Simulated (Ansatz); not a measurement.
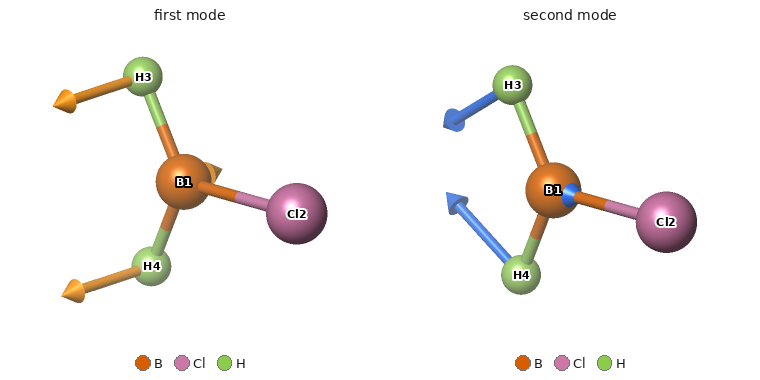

The system is BClH2, SMILES BCl; the picture shows the reference structure; its two panels give the patterns of the first and the second mode as arrows. 
- The first coordinate is: normal mode 3 (995 cm⁻¹); the second: normal mode 4 (1218 cm⁻¹).
- Nothing is relaxed (straight displacements along the two mass-weighted modes).
- The grid has 15 × 15 points; 120 points were computed and 105 follow by symmetry.
- Points are written as (first, second).
- Energies: eV, counted from the lowest grid point.
- Theory: RKS PBE0-D4/def2-TZVP in Ansatz 0.2.0.

Its coordinates:

| atom | x (Å) | y (Å) | z (Å) |
| --- | --- | --- | --- |
| B | -0.1167 | 0.0217 | -0.0753 |
| Cl | 1.3650 | -0.3953 | 0.7212 |
| H | -1.1062 | -0.5595 | 0.2404 |
| H | -0.0866 | 0.8728 | -0.9066 |

Range: normal mode 3 (995 cm⁻¹) from −0.406 to 0.406 amu½·Å; normal mode 4 (1218 cm⁻¹) from −0.332 to 0.332 amu½·Å.

Q: What landscape does the calculation give?

A: The lowest grid point is at (0.000 amu½·Å, 0.000 amu½·Å). It is the only kind of minimum in the scanned range. The highest grid point, (−0.406 amu½·Å, 0.332 amu½·Å), lies 0.670 eV above the lowest.

| normal mode 4 (1218 cm⁻¹) ↓, normal mode 3 (995 cm⁻¹) → | −0.406 | −0.348 | −0.290 | −0.232 | −0.174 | −0.116 | −0.058 | 0.000 | 0.058 | 0.116 | 0.174 | 0.232 | 0.290 | 0.348 | 0.406 |
| --- | --- | --- | --- | --- | --- | --- | --- | --- | --- | --- | --- | --- | --- | --- | --- |
| 0.332 | 0.670 | 0.575 | 0.495 | 0.431 | 0.382 | 0.347 | 0.326 | 0.319 | 0.326 | 0.347 | 0.382 | 0.431 | 0.495 | 0.575 | 0.670 |
| 0.284 | 0.578 | 0.484 | 0.405 | 0.342 | 0.294 | 0.259 | 0.239 | 0.232 | 0.239 | 0.259 | 0.294 | 0.342 | 0.405 | 0.484 | 0.578 |
| 0.237 | 0.500 | 0.407 | 0.330 | 0.268 | 0.220 | 0.186 | 0.166 | 0.160 | 0.166 | 0.186 | 0.220 | 0.268 | 0.330 | 0.407 | 0.500 |
| 0.190 | 0.437 | 0.345 | 0.268 | 0.207 | 0.160 | 0.127 | 0.108 | 0.101 | 0.108 | 0.127 | 0.160 | 0.207 | 0.268 | 0.345 | 0.437 |
| 0.142 | 0.387 | 0.296 | 0.221 | 0.161 | 0.115 | 0.082 | 0.063 | 0.056 | 0.063 | 0.082 | 0.115 | 0.161 | 0.221 | 0.296 | 0.387 |
| 0.095 | 0.351 | 0.261 | 0.187 | 0.128 | 0.082 | 0.050 | 0.031 | 0.025 | 0.031 | 0.050 | 0.082 | 0.128 | 0.187 | 0.261 | 0.351 |
| 0.047 | 0.329 | 0.240 | 0.166 | 0.108 | 0.063 | 0.031 | 0.012 | 0.006 | 0.012 | 0.031 | 0.063 | 0.108 | 0.166 | 0.240 | 0.329 |
| 0.000 | 0.320 | 0.232 | 0.159 | 0.100 | 0.056 | 0.025 | 0.006 | 0.000 | 0.006 | 0.025 | 0.056 | 0.100 | 0.159 | 0.232 | 0.320 |
| −0.047 | 0.325 | 0.236 | 0.164 | 0.106 | 0.062 | 0.031 | 0.012 | 0.006 | 0.012 | 0.031 | 0.062 | 0.106 | 0.164 | 0.236 | 0.325 |
| −0.095 | 0.341 | 0.254 | 0.181 | 0.123 | 0.079 | 0.049 | 0.030 | 0.024 | 0.030 | 0.049 | 0.079 | 0.123 | 0.181 | 0.254 | 0.341 |
| −0.142 | 0.371 | 0.283 | 0.211 | 0.153 | 0.109 | 0.079 | 0.060 | 0.054 | 0.060 | 0.079 | 0.109 | 0.153 | 0.211 | 0.283 | 0.371 |
| −0.190 | 0.413 | 0.326 | 0.253 | 0.195 | 0.151 | 0.120 | 0.102 | 0.096 | 0.102 | 0.120 | 0.151 | 0.195 | 0.253 | 0.326 | 0.413 |
| −0.237 | 0.468 | 0.380 | 0.308 | 0.249 | 0.205 | 0.174 | 0.156 | 0.150 | 0.156 | 0.174 | 0.205 | 0.249 | 0.308 | 0.380 | 0.468 |
| −0.284 | 0.535 | 0.447 | 0.374 | 0.316 | 0.271 | 0.240 | 0.221 | 0.215 | 0.221 | 0.240 | 0.271 | 0.316 | 0.374 | 0.447 | 0.535 |
| −0.332 | 0.614 | 0.526 | 0.452 | 0.394 | 0.349 | 0.317 | 0.298 | 0.292 | 0.298 | 0.317 | 0.349 | 0.394 | 0.452 | 0.526 | 0.614 |

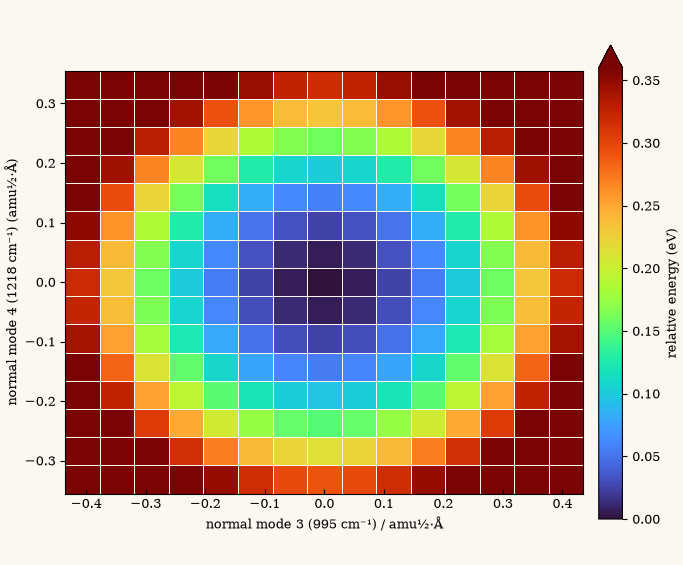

Drawn: one coloured cell a grid point, one colour for all values above the top of the scale.

Time for the 120 points that were run: 4.2 min on 1 thread of Arm Neoverse N1, with other jobs on the host.
